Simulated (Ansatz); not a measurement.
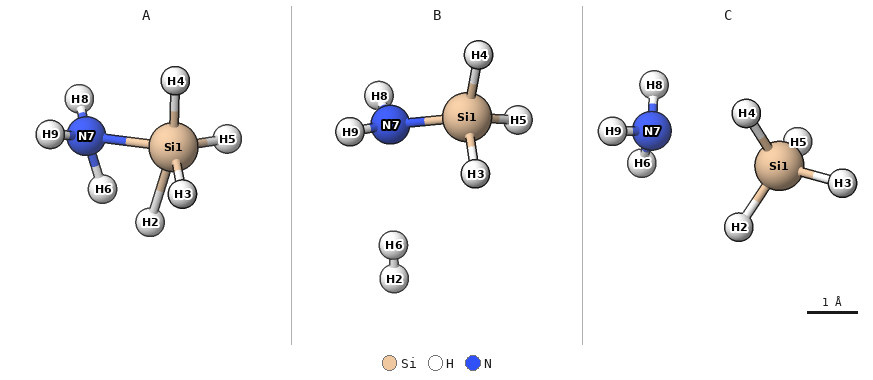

Three geometries of SiNH7: a saddle point and the two minima that it joins, in shuffled order. The picture is a ball-and-stick view, seen at a tilt. Sticks join atoms that are closer than about 1.2 times the sum of their covalent radii (a little more with hydrogen).

Stationary points at PBE0-D4/def2-TZVP, single-point energies with CCSD(T)/CBS, BLYP-D4, wB97X-V, wB97M-V, PBE0-D4, CAM-B3LYP-D4 (def2-TZVPP where no basis is named; Ansatz 0.2.0). The energies are electronic, without zero-point or thermal terms, and both ends are the minima reached downhill from the saddle, with any fragments still in contact. CCSD(T)/CBS stands for a frozen-core estimate: MP2 correlation extrapolated from def2-TZVPP and def2-QZVPP, CCSD(T) minus MP2 from the smaller set.

Question: Identify the saddle point and describe the reaction.

Answer: Frame A is the saddle point. Counted by bonded pieces, C holds NH₃ + SiH₄ and B holds H₂ + SiH₅N. From C over the saddle to B, bonds form: Si1–N7 (3.02 → 1.88 → 1.72 Å), H2–H6 (3.15 → 1.17 → 0.75 Å). Bonds break: Si1–H2 (1.48 → 1.87 → 4.23 Å), H6–N7 (1.01 → 1.19 → 2.72 Å). The saddle has one imaginary mode, 1359i cm⁻¹. With CCSD(T)/CBS the barrier is 2.04 eV from C and 2.19 eV from B, and B lies 0.15 eV below C.

```tsv
level	barrier from C (eV)	barrier from B (eV)	B less C (eV)
CCSD(T)/CBS	2.04	2.19	−0.15
BLYP-D4	1.88	2.01	−0.13
wB97X-V	2.01	2.12	−0.11
wB97M-V	1.98	2.09	−0.11
PBE0-D4	1.82	1.90	−0.08
CAM-B3LYP-D4	2.00	2.13	−0.12
```

Against CCSD(T)/CBS, wB97X-V comes closest on the barrier from C (−0.03 eV) and PBE0-D4 misses most (−0.22 eV).

Limits of the set-up: the start holds two separate molecules, 2.9 Å apart at their closest, whose relative position is a soft coordinate.
